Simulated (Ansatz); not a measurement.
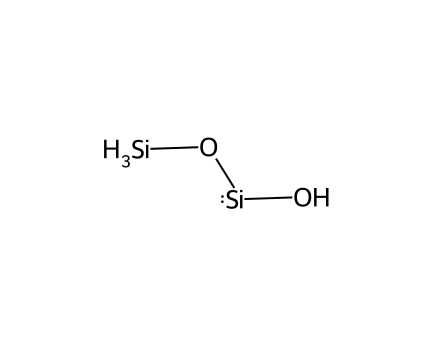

A structural formula.

**Transcribe the drawing into SMILES.**

O[Si]O[SiH3]

**Give the formula, hydrogens included.**

H4O2Si2.

**An optimisation with PBE0-D4/def2-TZVP gave a structure of which point group?**

Cs. Other conformers may differ.

The parts below concern this one geometry. Atoms keep their numbers from picture to picture. Computed geometry: PBE0-D4/def2-TZVP optimisation. No frequency run is at hand to confirm it as a minimum.

**Electronic properties**

No frequency run is at hand to confirm it as a minimum. Method: RHF-CCSD(T), frozen core/def2-TZVPP (Ansatz 0.2.0).

**Estimate the T1 diagnostic.**

0.014.

**Dipole moment**

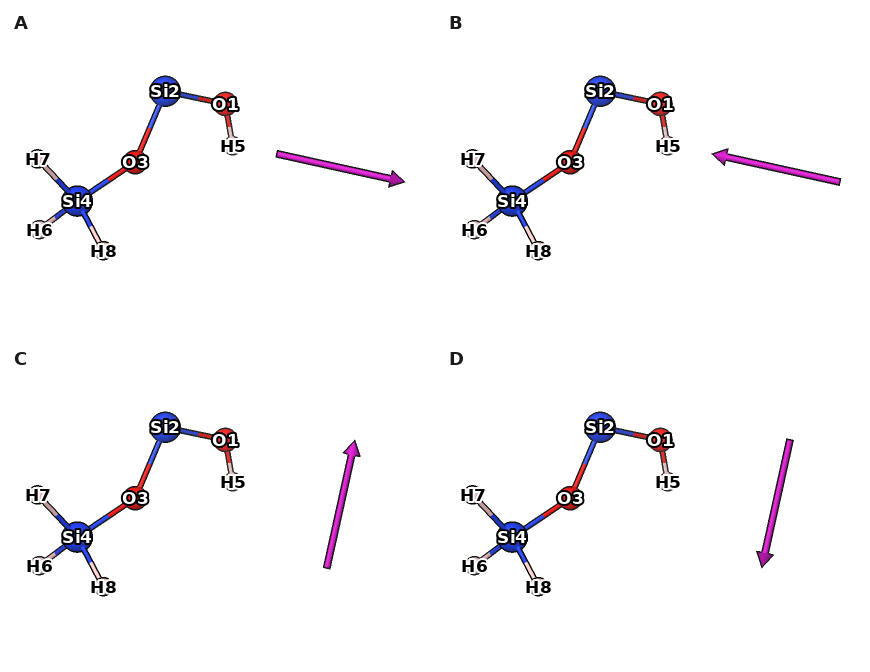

The same molecule four times, each with an arrow. No frequency run is at hand to confirm it as a minimum. Level of theory: RKS PBE0-D4/def2-TZVP (Ansatz 0.2.0).

**Which arrow points along the dipole moment, from the negative to the positive end?**

D. The dipole moment is 1.62 D; it points from the side of O1, Si2 to the side of H6, H8 (the outermost atoms at the two ends).

**Charges**

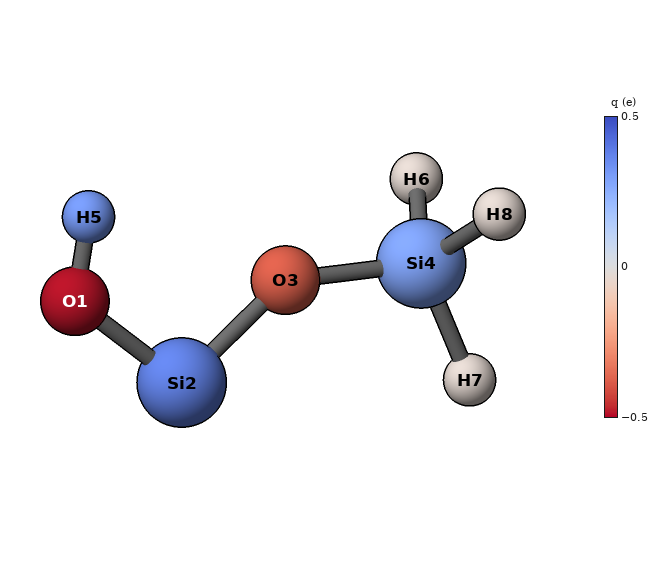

Atoms are coloured by their Mulliken charges. No frequency run is at hand to confirm it as a minimum. Method: RKS PBE0-D4/def2-TZVP (Ansatz 0.2.0).

List the Mulliken charges.

```
atom  value (e)
  O1      −0.48
 Si2       0.36
  O3      −0.37
 Si4       0.27
  H5       0.31
  H6      −0.03
  H7      −0.03
  H8      −0.03
```

Mulliken values depend strongly on the basis set and can even reverse the polarity of a bond.
